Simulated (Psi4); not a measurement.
# CH6BN (SMILES CBN) at CCSD/cc-pVDZ

What is the vertical singlet–triplet gap of CH6BN at CCSD/cc-pVDZ? 

The results are computed with Psi4 1.11.

1 further run of the same task is left out (set aside as unsound or not needed).

## 1. The structure to begin with

CH6BN has 9 atoms, charge 0, and is taken as a singlet. SMILES: `CBN`. Geometry: relaxed at PBE0-D4/def2-TZVP.

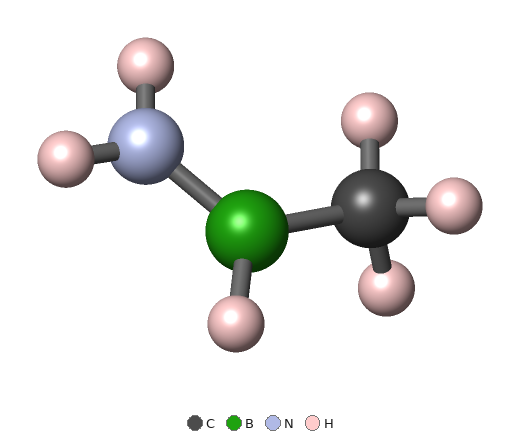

Viewed from a chosen angle; carbon dark grey, boron green, nitrogen light blue, hydrogen pink.

## 2. The energy at CCSD/cc-pVDZ

job.py reads:

```python
import psi4

psi4.set_memory(2200000000)
psi4.set_num_threads(1)
psi4.core.set_output_file('ch6bn.out', False)

m = psi4.geometry("""
0 1
C     -0.665300     0.757700    -0.590300
B      0.459400    -0.282900    -0.256200
N      0.592800    -0.842800     1.010700
H     -1.291900     0.390800    -1.410600
H     -0.224600     1.692200    -0.954300
H     -1.319900     0.998900     0.252300
H      1.248800    -0.632800    -1.092800
H      1.306200    -1.511000     1.244900
H     -0.016800    -0.616400     1.779200
symmetry c1
no_reorient
no_com
""")

psi4.set_options({
    'basis': 'cc-pVDZ',
    'reference': 'rhf',
    'puream': True,
    'e_convergence': 1e-09,
    'd_convergence': 1e-08,
    'scf_type': 'pk',
    'num_frozen_docc': 3,
})

e = psi4.energy('ccsd')
print(f'ccsd energy: {e:.10f} Eh')
```

Started as:

```sh
python job.py
```

ch6bn.out:

```text
[...]
  Running in c1 symmetry.
[...]
  Nuclear repulsion =   67.986732290150556
[...]
  Multiplicity = 1
[...]
  Nalpha       = 12
  Nbeta        = 12
[...]
    Number of basis functions: 72
[...]
   @RHF iter   1:  -120.42168322145315   -7.32133e-01   6.65817e-03 DIIS/ADIIS
[...]
   @RHF iter  11:  -120.55261543175976   -1.36424e-12   2.97195e-09 DIIS
[...]
    Orbital Energies [Eh]
    ---------------------
    Doubly Occupied:
       1A    -15.550243     2A    -11.189625     3A     -7.579566
       4A     -1.152588     5A     -0.931641     6A     -0.694472
       7A     -0.672628     8A     -0.560603     9A     -0.533808
      10A     -0.499238    11A     -0.443185    12A     -0.423888
[...]
  @RHF Final Energy:  -120.55261543175976
   => Energetics <=
    Nuclear Repulsion Energy =             67.9867322901505560
    One-Electron Energy =                -296.6157228231114118
    Two-Electron Energy =                 108.0763751012011085
    Total Energy =                       -120.5526154317597616
[...]
 Multipole Moments:
 ------------------------------------------------------------------------------------
     Multipole            Electronic (a.u.)      Nuclear  (a.u.)        Total (a.u.)
 ------------------------------------------------------------------------------------
 L = 1.  Multiply by 2.5417464519 to convert [e a0] to [Debye]
 Dipole X            :         -4.0907872            4.0753834           -0.0154038
 Dipole Y            :          4.4273454           -4.6226480           -0.1953026
 Dipole Z            :         -3.3294629            3.9132449            0.5837820
 Magnitude           :                                                    0.6157774
[...]
      * MP2 total energy                      = -120.959263722058409
[...]
      * CCSD total energy                     = -120.999775051974865
```

On the terminal:

```text
ccsd energy: -120.9997750520 Eh
```

It took 1.7 min on 1 thread of Intel Xeon at 2.50GHz (Skylake/Cascade Lake), shared host; peak memory 0.42 GiB.

## 3. The triplet

run_ase.py reads:

```python
import numpy as np
from ase.calculators.psi4 import Psi4
from ase import Atoms

mol = Atoms(['C', 'B', 'N', 'H', 'H', 'H', 'H', 'H', 'H'], positions=[
    [-0.665300, 0.757700, -0.590300],
    [0.459400, -0.282900, -0.256200],
    [0.592800, -0.842800, 1.010700],
    [-1.291900, 0.390800, -1.410600],
    [-0.224600, 1.692200, -0.954300],
    [-1.319900, 0.998900, 0.252300],
    [1.248800, -0.632800, -1.092800],
    [1.306200, -1.511000, 1.244900],
    [-0.016800, -0.616400, 1.779200],
])
calc = Psi4(atoms=mol, method='ccsd', basis='cc-pVDZ', memory='2200MB', num_threads=1, charge=0, multiplicity=3, label='calc', reference='uhf')
calc.psi4.set_options({'puream': True, 'e_convergence': 1e-09, 'd_convergence': 1e-08, 'scf_type': 'pk', 'num_frozen_docc': 3, 'maxiter': 100})
mol.calc = calc

print(f'energy: {mol.get_potential_energy():.6f} eV')
```

Started as:

```sh
python run_ase.py
```

calc.dat:

```text
[...]
  Running in c1 symmetry.
[...]
  Nuclear repulsion =   67.986732290150556
[...]
  Multiplicity = 3
[...]
  Nalpha       = 13
  Nbeta        = 11
[...]
    Number of basis functions: 72
[...]
   @UHF iter   1:  -120.10996927732396   -4.20419e-01   7.04261e-03 ADIIS/DIIS
[...]
   @UHF iter  21:  -120.26968032951282   -4.40536e-12   4.04472e-09 DIIS
[...]
   @S^2 Observed:                2.015254973E+00
[...]
    Orbital Energies [Eh]
    ---------------------
    Alpha Occupied:
       1A    -15.505667     2A    -11.237188     3A     -7.567103
       4A     -1.134774     5A     -0.966529     6A     -0.759659
       7A     -0.656141     8A     -0.599747     9A     -0.562149
      10A     -0.544693    11A     -0.510110    12A     -0.445917
      13A     -0.150307
    Alpha Virtual:
      14A      0.190192    15A      0.214743    16A      0.231854
      17A      0.259772    18A      0.270731    19A      0.292437
      20A      0.319298    21A      0.391457    22A      0.450857
      23A      0.481755    24A      0.555803    25A      0.639846
[...]
  @UHF Final Energy:  -120.26968032951282
   => Energetics <=
    Nuclear Repulsion Energy =             67.9867322901505560
    One-Electron Energy =                -296.3746983803358717
    Two-Electron Energy =                 108.1182857606725065
    Total Energy =                       -120.2696803295128234
  UHF NO Occupations:
  HONO-2 :   11  A 1.9951693
  HONO-1 :   12  A 1.0000000
[...]
 Multipole Moments:
 ------------------------------------------------------------------------------------
     Multipole            Electronic (a.u.)      Nuclear  (a.u.)        Total (a.u.)
 ------------------------------------------------------------------------------------
 L = 1.  Multiply by 2.5417464519 to convert [e a0] to [Debye]
 Dipole X            :          1.3538037           -1.2695409            0.0842628
 Dipole Y            :         -1.2501914            1.1700690           -0.0801224
 Dipole Z            :          0.3973699           -0.3693862            0.0279836
 Magnitude           :                                                    0.1195947
[...]
      * MP2 total energy                      = -120.671665145104654
[...]
      * CCSD total energy                     = -120.713601275011143
```

On the terminal:

```text
energy: -3284.784403 eV
```

It took 5.8 min on 1 thread of Intel Xeon at 2.50GHz (Skylake/Cascade Lake), shared host; peak memory 0.43 GiB.

## 4. Outcome

Level: CCSD/cc-pVDZ, 3 core orbitals frozen.

| quantity | value |
| --- | --- |
| singlet: total energy | -120.99978 Eh |
| singlet: HOMO energy (Hartree–Fock orbitals) | -11.53 eV |
| singlet: LUMO energy (Hartree–Fock orbitals) | 4.87 eV |
| singlet: HOMO–LUMO gap (Hartree–Fock orbitals) | 16.41 eV |
| singlet: correlation energy (3 core orbitals frozen) | -447.2 mEh |
| singlet: T1 diagnostic | 0.012 |
| triplet: total energy | -120.71360 Eh |
| triplet: HOMO energy (Hartree–Fock orbitals) (highest over α and β) | -4.09 eV |
| triplet: LUMO energy (Hartree–Fock orbitals) (lowest over α and β) | -2.13 eV |
| triplet: correlation energy (3 core orbitals frozen) | -443.9 mEh |
| triplet: ⟨S²⟩ of the reference determinant | 2.015 |
| triplet: T1 diagnostic | 0.041 |
| vertical energy of the triplet above the singlet | 7.787 eV |

**Reading.** At this shape the triplet lies 7.79 eV (751 kJ/mol) above the singlet.
